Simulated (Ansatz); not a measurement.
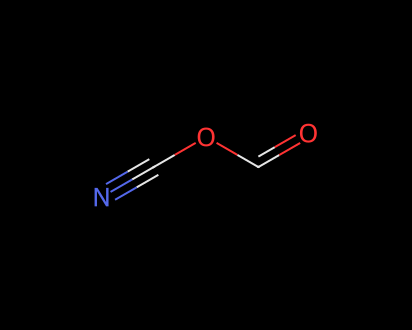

Skeletal drawing of a molecule.

Question: Transcribe the drawing into SMILES.

Answer: N#COC=O

Question: What is the molecular formula?

Answer: C2HNO2.

Question: An optimisation with PBE0-D4/def2-TZVP gave a structure of which point group?

Answer: Cs. Other conformers may differ.

More results for the same structure follow; atom numbers are the same in all pictures, views and colours differ. Computed geometry: PBE0-D4/def2-TZVP optimisation.

**Geometry**

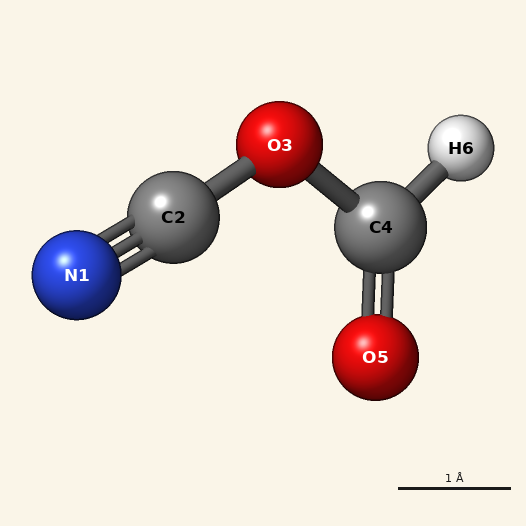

List the bonds and their lengths.

| bond | length (Å) | order |
| --- | --- | --- |
| N1–C2 | 1.151 | triple |
| C2–O3 | 1.298 | single |
| O3–C4 | 1.398 | single |
| C4–O5 | 1.175 | double |
| C4–H6 | 1.094 | single |

**Dipole moment**

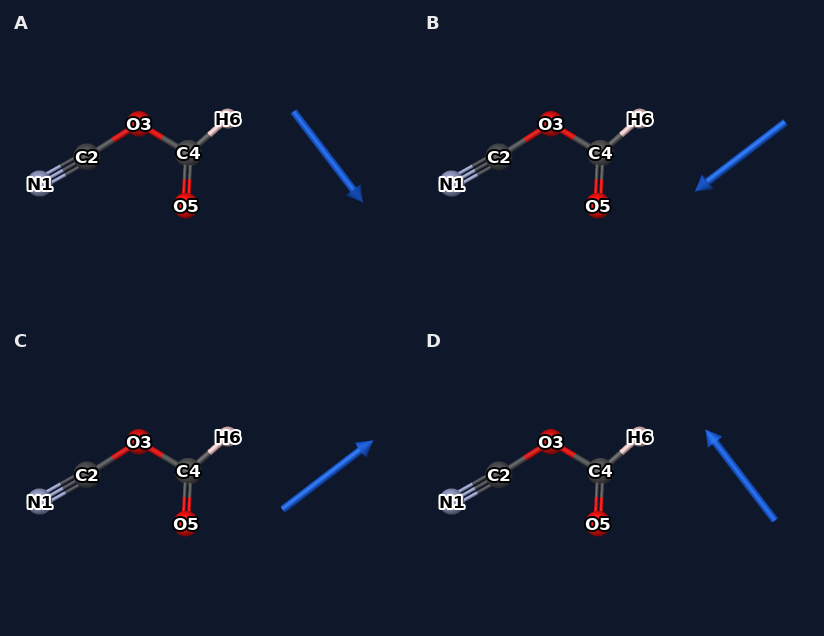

The same molecule four times, each with an arrow. Level of theory: RKS PBE0-D4/def2-TZVP (Ansatz 0.2.0).

Question: Which arrow points along the dipole moment, from the negative to the positive end?

Answer: C. The dipole moment is 4.37 D; it points from the side of N1 to the side of H6 (the outermost atoms at the two ends).

**Electronic properties**

Level of theory: RKS SPW92 (LDA)/def2-TZVPP (Ansatz 0.2.0).

What does the calculation give?

- HOMO energy (Kohn–Sham orbital): −8.38 eV
- LUMO energy (Kohn–Sham orbital): −3.18 eV
- HOMO–LUMO gap: 5.21 eV

**Vibrations**

Harmonic vibrations computed with RKS PBE0-D4/def2-TZVP (Ansatz 0.2.0) at a stationary point of the same level.

Question: How many vibrational modes are there, and where do they lie?

Answer: 12 modes: 173, 233, 470, 541, 811, 911, 1019, 1143, 1380, 1901, 2405, 3125 cm⁻¹.
